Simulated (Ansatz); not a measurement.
# Al₂H (quartet): correlated methods under varied settings at distance Al1–Al2 = 6.453 Å

Aim: run Al₂H (quartet) at one geometry under a spread of methods and options, and see what each costs and gives.

Method: the settings change from run to run; program: Ansatz 0.2.0, Gaussian basis.

20 further runs of the same task are left out: 18 that didn't finish, 2 set aside as unsound or not needed.

**1. What is computed**

The geometry derives from a PBE0/def2-TZVP stationary point (not a proven minimum). One bond is set to the value named and the two fragments are kept rigid.

3 atoms, charge 0, spin multiplicity 4.

Atoms are counted from 1 here; the program's logs count them from 0.

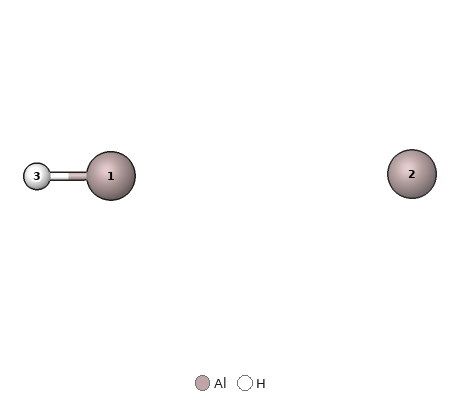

The geometry (aluminium light grey, hydrogen white); atoms are numbered from 1 in the order of the file.

As a file:

```xyz
3
charge 0, multiplicity 4
Al    0.0000    0.0000    1.6233
Al    0.0000    0.0000   -4.8297
H     0.0000    0.0000    3.2065
```

**2. MRCISD+Q(5,7)/6-31G**

in.yaml reads:

```yaml
crystal:
  periodic: [false, false, false]
  atoms:
    - {symbol: Al, position_ang: [0.000000, 0.000000, 1.623251]}
    - {symbol: Al, position_ang: [0.000000, 0.000000, -4.829749]}
    - {symbol: H, position_ang: [0.000000, 0.000000, 3.206498]}
basis:
  gaussian: {orbitals: 6-31G}
magnetization: {spin_polarized: false, initial_magnetization: 3}
correlation: {method: fic_mrcisd_q, electrons: outside_noble_gas, active_space: {window: {electrons: 5, orbitals: 7}}}
```

The run is started by

```sh
$ ansatz run in.yaml --threads 1 --pin off --events-out ev --progress --plain --max-ram 2393MiB
```

The program printed, cut to the lines that bear on the results:

```text
Functional definition: HF
  name "HF"
  cite "Fock, Z. Phys. 61, 126 (1930) doi:10.1007/BF01340294"
  parent pbe
[...]
308 factors; integrals over basis functions are off by at most 2.3e-4 eV
[...]
mean field -13176.79921837 eV, -484.2384397199 hartree, gradient 1.5e-6 eV, S^2 3.750000; 16 other end points of the search recorded, 0 dependent functions left out
reference -13176.79921837 eV, -484.2384397199 hartree; 15, 12 occupied and 13, 16 virtual orbitals, 308 factors
state -13177.51106698 eV, -484.2645996739 hartree
contracted CI cycle   1: correlation 0.00000000 eV, 0.0000000000 hartree, residual 5.14e0 eV
contracted CI cycle   2: correlation -0.79412602 eV, -0.0291835930 hartree, residual 1.02e0 eV
contracted CI cycle   3: correlation -0.84202937 eV, -0.0309440087 hartree, residual 3.33e-1 eV
contracted CI cycle   4: correlation -0.84827419 eV, -0.0311735016 hartree, residual 1.37e-1 eV
contracted CI cycle   5: correlation -0.84924639 eV, -0.0312092291 hartree, residual 5.08e-2 eV
contracted CI cycle   6: correlation -0.84934812 eV, -0.0312129676 hartree, residual 1.38e-2 eV
contracted CI cycle   7: correlation -0.84935509 eV, -0.0312132240 hartree, residual 3.50e-3 eV
contracted CI cycle   8: correlation -0.84935549 eV, -0.0312132386 hartree, residual 9.39e-4 eV
state -13177.51106698 eV, -484.2645996739 hartree; corrected -13178.39576853 eV, -484.2971118561 hartree
Total energy: -13178.39576853 eV, -484.2971118561 hartree
```

Run time: 3.5 s. Hardware: 1 thread of AMD EPYC 7B13, shared host.

From the report: 58 determinants; active occupations 1.91, 1.00, 1.00, 1.00, 0.04, 0.04, 0.00.

**3. NEVPT4(SD)(5,5)/6-31G**

in.yaml, as its differences from that of step 2:

```diff
@@ -9,2 +9,2 @@
 magnetization: {spin_polarized: false, initial_magnetization: 3}
-correlation: {method: fic_mrcisd_q, electrons: outside_noble_gas, active_space: {window: {electrons: 5, orbitals: 7}}}
+correlation: {method: fic_nevpt4_sd, electrons: all, active_space: {window: {electrons: 5, orbitals: 5}, states: [{multiplicity: 4, weights: [0.5, 1]}, {multiplicity: 6, weights: [1]}]}}
```

Launched as before.

The program printed, cut to the lines that bear on the results:

```text
Functional definition: HF
  name "HF"
  cite "Fock, Z. Phys. 61, 126 (1930) doi:10.1007/BF01340294"
  parent pbe
[...]
529 factors; integrals over basis functions are off by at most 1.6e-7 eV
[...]
mean field -13176.79928763 eV, -484.2384422652 hartree, gradient 1.5e-6 eV, S^2 3.750000; 15 other end points of the search recorded, 0 dependent functions left out
reference -13176.79928763 eV, -484.2384422652 hartree; 15, 12 occupied and 13, 16 virtual orbitals, 529 factors
state -13177.04425633 eV, -484.2474446987 hartree
state -13177.03792845 eV, -484.2472121534 hartree
state -13177.04425633 eV, -484.2474446987 hartree; corrected -13178.39804214 eV, -484.2971954096 hartree
state -13177.03792845 eV, -484.2472121534 hartree; corrected -13178.39243320 eV, -484.2969892847 hartree
state -13174.44098045 eV, -484.1517760746 hartree
state -13174.44098045 eV, -484.1517760746 hartree; corrected -13175.39194319 eV, -484.1867233109 hartree
an earlier search ended where averaged states of different weights were degenerate, so these states were given the mean of their weights and the orbitals were optimised with it; in the result, neighbours among these states lie up to 6.3e-3 eV apart
Total energy: -13177.19391988 eV, -484.2529447327 hartree
```

Run time: 2.2 s. Hardware: 1 thread of AMD EPYC 7B13, shared host.

From the report: 6 determinants; active occupations (of the averaged states) 1.57, 1.00, 1.00, 0.71, 0.71.

**4. BCCD(T) on ROHF/6-31G**

in.yaml reads:

```yaml
crystal:
  periodic: [false, false, false]
  atoms:
    - {symbol: Al, position_ang: [0.000000, 0.000000, 1.623251]}
    - {symbol: Al, position_ang: [0.000000, 0.000000, -4.829749]}
    - {symbol: H, position_ang: [0.000000, 0.000000, 3.206498]}
basis:
  gaussian: {orbitals: 6-31G, fitting: {mean_field: def2-universal-jkfit}}
magnetization: {spin_polarized: false, initial_magnetization: 3}
correlation: {method: bccd_t, electrons: all}
scf: {omitted_lower_state_checks: [cluster_reference]}
```

Launched as before.

The program printed, cut to the lines that bear on the results:

```text
Functional definition: HF
  name "HF"
  cite "Fock, Z. Phys. 61, 126 (1930) doi:10.1007/BF01340294"
  parent pbe
[...]
274 factors; integrals over basis functions are off by at most 1.0e-1 eV
[...]
mean field -13176.79928695 eV, -484.2384422399 hartree, gradient 9.1e-10 eV, S^2 3.750000; 16 other end points of the search recorded, 0 dependent functions left out
reference -13176.79928695 eV, -484.2384422399 hartree; 15, 12 occupied and 13, 16 virtual orbitals, 274 factors
second order -1.10950576 eV of doubles, -0.00695722 eV of singles
cycle   1  -1.46706478 eV  change   -3.5e-1 eV  update   7.1e-2
[...]
cycle   9  -1.73159205 eV  change    3.1e-5 eV  update   1.4e-5
perturbative correction -0.01592701 eV, -0.0005853068 hartree
Total energy: -13178.54680600 eV, -484.3026623807 hartree
Checks for a lower state left out: cluster_reference
```

Run time: 1.4 s. Hardware: 1 thread of AMD EPYC 7B13, shared host.

From the report: correlation -1.7475 eV; largest double amplitude 0.11.

**5. CCSD/def2-SVPD**

in.yaml reads:

```yaml
crystal:
  periodic: [false, false, false]
  atoms:
    - {symbol: Al, position_ang: [0.000000, 0.000000, 1.623251]}
    - {symbol: Al, position_ang: [0.000000, 0.000000, -4.829749]}
    - {symbol: H, position_ang: [0.000000, 0.000000, 3.206498]}
basis:
  gaussian: {orbitals: def2-SVPD, fitting: {mean_field: def2-universal-jkfit}}
magnetization: {spin_polarized: false, initial_magnetization: 3}
hamiltonian: {xc: {name: B3LYP}}
correlation: {method: ccsd, electrons: outside_noble_gas}
scf: {lower_state_search: off}
output: {forces: true}
```

Same command.

The program printed, cut to the lines that bear on the results:

```text
Functional definition: B3LYP
  name "B3LYP"
  cite "Stephens, Devlin, Chabalowski & Frisch, J. Phys. Chem. 98, 11623 (1994) doi:10.1021/j100096a001"
  cite "Becke, Phys. Rev. A 38, 3098 (1988) doi:10.1103/PhysRevA.38.3098"
  cite "Lee, Yang & Parr, Phys. Rev. B 37, 785 (1988) doi:10.1103/PhysRevB.37.785"
  cite "Vosko, Wilk & Nusair, Can. J. Phys. 58, 1200 (1980) doi:10.1139/p80-159"
[...]
274 factors; integrals over basis functions are off by at most 4.2e-1 eV
[...]
mean field -13201.65475229 eV, -485.1518637439 hartree, gradient 1.4e-6 eV, S^2 3.750000; 0 other end points of the search recorded, 0 dependent functions left out
10 core orbitals not correlated: weight in the atoms' cores, before any rotation towards them, 1.000 or more for the frozen orbitals, at most 0.000 for the correlated occupied ones
reference -13173.22118985 eV, -484.1069495969 hartree; 5, 2 occupied and 41, 44 virtual orbitals, 274 factors
second order -2.00466334 eV of doubles, -0.20423241 eV of singles
cycle   1  -2.72640777 eV  change   -5.2e-1 eV  update   7.4e-2
[...]
cycle   4  -2.97358498 eV  change   1.5e-10 eV  update   2.2e-9
[...]
Total energy: -13176.19477482 eV, -484.2162268292 hartree
Atom 0 at     0.000000     0.000000     1.623251 Å, force    -0.000000    -0.000000    -0.242918 eV/Å
Atom 1 at     0.000000     0.000000    -4.829749 Å, force     0.000000     0.000000     0.010955 eV/Å
Atom 2 at     0.000000     0.000000     3.206498 Å, force     0.000000     0.000000     0.231962 eV/Å
Dipole moment:     0.000000    -0.000000    -0.158696 e Å
Checks for a lower state left out: starts, cluster_reference, orbital_swaps, neighbouring_geometries, increment
```

Run time: 6.5 s. Hardware: 1 thread of AMD EPYC 7B13, shared host.

From the report: correlation -2.9736 eV; T1 0.028; largest double amplitude 0.11. The orbitals are Kohn-Sham ones, so correlation energy and T1 don't compare with those on Hartree-Fock orbitals.

**6. CCSD on UHF/6-31G***

in.yaml reads:

```yaml
crystal:
  periodic: [false, false, false]
  atoms:
    - {symbol: Al, position_ang: [0.000000, 0.000000, 1.623251]}
    - {symbol: Al, position_ang: [0.000000, 0.000000, -4.829749]}
    - {symbol: H, position_ang: [0.000000, 0.000000, 3.206498]}
basis:
  gaussian: {orbitals: "6-31G*"}
magnetization: {spin_polarized: true, initial_magnetization: 3}
correlation: {method: ccsd, electrons: outside_noble_gas}
scf: {omitted_lower_state_checks: [cluster_reference]}
output: {forces: true}
```

The command is unchanged.

The program printed, cut to the lines that bear on the results:

```text
Functional definition: HF
  name "HF"
  cite "Fock, Z. Phys. 61, 126 (1930) doi:10.1007/BF01340294"
  parent pbe
[...]
362 factors; integrals over basis functions are off by at most 6.6e-4 eV
[...]
mean field -13177.16286406 eV, -484.2518034524 hartree, gradient 1.6e-9 eV, S^2 3.761744; 18 other end points of the search recorded, 0 dependent functions left out
10 core orbitals not correlated: weight in the atoms' cores, before any rotation towards them, 1.000 or more for the frozen orbitals, at most 0.000 for the correlated occupied ones
reference -13177.16286406 eV, -484.2518034524 hartree; 5, 2 occupied and 25, 28 virtual orbitals, 362 factors
second order -1.51884607 eV of doubles, -0.00000000 eV of singles
cycle   1  -1.96291217 eV  change   -4.4e-1 eV  update   7.4e-2
[...]
cycle   5  -2.25160267 eV  change    2.0e-9 eV  update   2.2e-9
[...]
Total energy: -13179.41446673 eV, -484.3345483242 hartree
Atom 0 at     0.000000     0.000000     1.623251 Å, force     0.000000    -0.000000    -0.429725 eV/Å
Atom 1 at     0.000000     0.000000    -4.829749 Å, force    -0.000000     0.000000     0.003715 eV/Å
Atom 2 at     0.000000     0.000000     3.206498 Å, force    -0.000000     0.000000     0.426010 eV/Å
Dipole moment:    -0.000000    -0.000000    -0.128466 e Å
Checks for a lower state left out: cluster_reference
```

Wall time 2.7 s (1 thread of AMD EPYC 7B13, shared host).

From the report: ⟨S²⟩ of the determinant 3.762 (pure quartet: 3.75); correlation -2.2516 eV; T1 0.023; largest double amplitude 0.11.

**7. CCSDT(Q)/B on UHF/def2-SVP**

in.yaml reads:

```yaml
crystal:
  periodic: [false, false, false]
  atoms:
    - {symbol: Al, position_ang: [0.000000, 0.000000, 1.623251]}
    - {symbol: Al, position_ang: [0.000000, 0.000000, -4.829749]}
    - {symbol: H, position_ang: [0.000000, 0.000000, 3.206498]}
basis:
  gaussian: {orbitals: def2-SVP}
magnetization: {spin_polarized: true, initial_magnetization: 3}
correlation: {method: ccsdt_q_b, electrons: outside_noble_gas}
accuracy: high
scf: {lower_state_search: off}
```

Launched as before.

The program printed, cut to the lines that bear on the results:

```text
Functional definition: HF
  name "HF"
  cite "Fock, Z. Phys. 61, 126 (1930) doi:10.1007/BF01340294"
  parent pbe
[...]
618 factors; integrals over basis functions are off by at most 5.2e-9 eV
[...]
mean field -13173.54692756 eV, -484.1189202372 hartree, gradient 4.9e-8 eV, S^2 3.762885; 0 other end points of the search recorded, 0 dependent functions left out
10 core orbitals not correlated: weight in the atoms' cores, before any rotation towards them, 1.000 or more for the frozen orbitals, at most 0.000 for the correlated occupied ones
reference -13173.54692756 eV, -484.1189202372 hartree; 5, 2 occupied and 26, 29 virtual orbitals, 618 factors
second order -1.70442777 eV of doubles, -0.00000000 eV of singles
cycle   1  -2.17224259 eV  change   -4.7e-1 eV  update   7.4e-2
[...]
cycle  75  -2.50600534 eV  change  -8.5e-12 eV  update  5.0e-10
perturbative correction -0.00021391 eV, -0.0000078609 hartree
Total energy: -13176.05314681 eV, -484.2110220957 hartree
Checks for a lower state left out: stability, starts, cluster_reference, orbital_swaps, neighbouring_geometries, increment
```

It took 8.5 s on 1 thread of AMD EPYC 7B13, shared host.

From the report: ⟨S²⟩ of the determinant 3.763 (pure quartet: 3.75); correlation -2.5062 eV; T1 0.020; largest double amplitude 0.12.

**8. HF/6-31G**

in.yaml reads:

```yaml
crystal:
  periodic: [false, false, false]
  atoms:
    - {symbol: Al, position_ang: [0.000000, 0.000000, 1.623251]}
    - {symbol: Al, position_ang: [0.000000, 0.000000, -4.829749]}
    - {symbol: H, position_ang: [0.000000, 0.000000, 3.206498]}
basis:
  gaussian: {orbitals: 6-31G}
magnetization: {spin_polarized: true, initial_magnetization: 3}
hamiltonian: {xc: hf}
scf: {lower_state_search: light}
output: {orbitals: {seedname: orbitals}}
```

Same command.

The program printed, cut to the lines that bear on the results:

```text
Functional definition: HF
  name "HF"
  cite "Fock, Z. Phys. 61, 126 (1930) doi:10.1007/BF01340294"
  parent pbe
[...]
308 factors; integrals over basis functions are off by at most 2.3e-4 eV
[...]
mean field -13176.81526620 eV, -484.2390294666 hartree, gradient 3.0e-6 eV, S^2 3.753312; 12 other end points of the search recorded, 0 dependent functions left out
reference -13176.81526620 eV, -484.2390294666 hartree; 15, 12 occupied and 13, 16 virtual orbitals, 308 factors
Total energy: -13176.81526620 eV, -484.2390294666 hartree
```

Run time: 0.6 s. Hardware: 1 thread of AMD EPYC 7B13, shared host.

From the report: ⟨S²⟩ of the determinant 3.753 (pure quartet: 3.75).

**9. BCCD/def2-SVP**

in.yaml reads:

```yaml
crystal:
  periodic: [false, false, false]
  atoms:
    - {symbol: Al, position_ang: [0.000000, 0.000000, 1.623251]}
    - {symbol: Al, position_ang: [0.000000, 0.000000, -4.829749]}
    - {symbol: H, position_ang: [0.000000, 0.000000, 3.206498]}
basis:
  gaussian: {orbitals: def2-SVP}
magnetization: {spin_polarized: true, initial_magnetization: 3}
hamiltonian: {xc: {name: PBE0}}
correlation: {method: bccd, electrons: outside_noble_gas, diis_vectors: 4}
accuracy: high
output: {forces: true}
```

Same command.

The program printed, cut to the lines that bear on the results:

```text
Functional definition: PBE0
  name "PBE0"
  cite "Adamo & Barone, J. Chem. Phys. 110, 6158 (1999) doi:10.1063/1.478522"
  cite "Perdew, Burke & Ernzerhof, Phys. Rev. Lett. 77, 3865 (1996) doi:10.1103/PhysRevLett.77.3865"
  parent pbe
[...]
618 factors; integrals over basis functions are off by at most 5.2e-9 eV
[...]
mean field -13194.20774162 eV, -484.8781911492 hartree, gradient 4.2e-9 eV, S^2 3.755956; 7 other end points of the search recorded, 0 dependent functions left out
10 core orbitals not correlated: weight in the atoms' cores, before any rotation towards them, 1.000 or more for the frozen orbitals, at most 0.000 for the correlated occupied ones
reference -13173.35752732 eV, -484.1119599066 hartree; 5, 2 occupied and 26, 29 virtual orbitals, 618 factors
second order -1.80859223 eV of doubles, -0.08125425 eV of singles
cycle   1  -2.34172095 eV  change   -4.5e-1 eV  update   6.8e-2
[...]
cycle  27  -2.58079809 eV  change   1.7e-10 eV  update  6.0e-10
[...]
Total energy: -13175.93832541 eV, -484.2068024870 hartree
Atom 0 at     0.000000     0.000000     1.623251 Å, force     0.000000    -0.000000    -0.177218 eV/Å
Atom 1 at     0.000000     0.000000    -4.829749 Å, force     0.000000     0.000000     0.006724 eV/Å
Atom 2 at     0.000000     0.000000     3.206498 Å, force     0.000000    -0.000000     0.170494 eV/Å
Dipole moment:     0.000000     0.000000    -0.176727 e Å
```

Run time: 17 s. Hardware: 1 thread of AMD EPYC 7B13, shared host.

From the report: ⟨S²⟩ of the determinant 3.756 (pure quartet: 3.75); correlation -2.5808 eV; largest double amplitude 0.12.

**10. BCCD on ROHF/6-31G**

in.yaml reads:

```yaml
crystal:
  periodic: [false, false, false]
  atoms:
    - {symbol: Al, position_ang: [0.000000, 0.000000, 1.623251]}
    - {symbol: Al, position_ang: [0.000000, 0.000000, -4.829749]}
    - {symbol: H, position_ang: [0.000000, 0.000000, 3.206498]}
basis:
  gaussian: {orbitals: 6-31G}
magnetization: {spin_polarized: false, initial_magnetization: 3}
correlation: {method: bccd, electrons: outside_noble_gas}
accuracy: high
scf: {omitted_lower_state_checks: [cluster_reference]}
```

Same command.

The program printed, cut to the lines that bear on the results:

```text
Functional definition: HF
  name "HF"
  cite "Fock, Z. Phys. 61, 126 (1930) doi:10.1007/BF01340294"
  parent pbe
[...]
549 factors; integrals over basis functions are off by at most 2.6e-9 eV
[...]
mean field -13176.79928767 eV, -484.2384422664 hartree, gradient 2.4e-8 eV, S^2 3.750000; 16 other end points of the search recorded, 0 dependent functions left out
10 core orbitals not correlated: weight in the atoms' cores, before any rotation towards them, 1.000 or more for the frozen orbitals, at most 0.000 for the correlated occupied ones
reference -13176.79928767 eV, -484.2384422664 hartree; 5, 2 occupied and 13, 16 virtual orbitals, 549 factors
second order -0.93890814 eV of doubles, -0.00662180 eV of singles
cycle   1  -1.30341246 eV  change   -3.6e-1 eV  update   7.1e-2
[...]
cycle  25  -1.56875375 eV  change  -4.0e-10 eV  update  8.6e-10
Total energy: -13178.36804142 eV, -484.2960929034 hartree
Checks for a lower state left out: cluster_reference
```

Run time: 1.4 s. Hardware: 1 thread of AMD EPYC 7B13, shared host.

From the report: correlation -1.5688 eV; largest double amplitude 0.11.

**11. All runs side by side**

Where basis and cores are those of an earlier FCI/6-31G run (-13178.3851 eV), and the state is the same kind, the miss against it is given.

```tsv
level	correlated	functions	energy (eV)	from FCI (meV)	time
MRCISD+Q(5,7)/6-31G	outside noble gas	28	-13178.3958	-10.7	3.5 s
NEVPT4(SD)(5,5)/6-31G (mean of several states)	all	28	-13177.1939		2.2 s
BCCD(T) on ROHF/6-31G	all	28	-13178.5468		1.4 s
CCSD/def2-SVPD (on B3LYP orbitals)	outside noble gas	56	-13176.1948		6.5 s
CCSD on UHF/6-31G*	outside noble gas	40	-13179.4145		2.7 s
CCSDT(Q)/B on UHF/def2-SVP	outside noble gas	41	-13176.0531		8.5 s
HF/6-31G		28	-13176.8153	1569.8	0.6 s
BCCD/def2-SVP (on PBE0 orbitals)	outside noble gas	41	-13175.9383		17 s
BCCD on ROHF/6-31G	outside noble gas	28	-13178.3680	17.0	1.4 s
```

**12. What came out**

```
quantity                                   value
    runs                                       9
quickest                         HF/6-31G, 0.6 s
 slowest  BCCD/def2-SVP (on PBE0 orbitals), 17 s
```

**Reading.** Total energies in different bases, with other cores or another treatment of relativity can't be set against each other. BCCD/def2-SVP (on PBE0 orbitals) took 28 times as long as HF/6-31G; the jobs differ in more than the method. Among the correlated runs with a miss given, it spans -11 to +17 meV. Hartree-Fock, CASSCF and CASCI lack dynamic correlation by design.
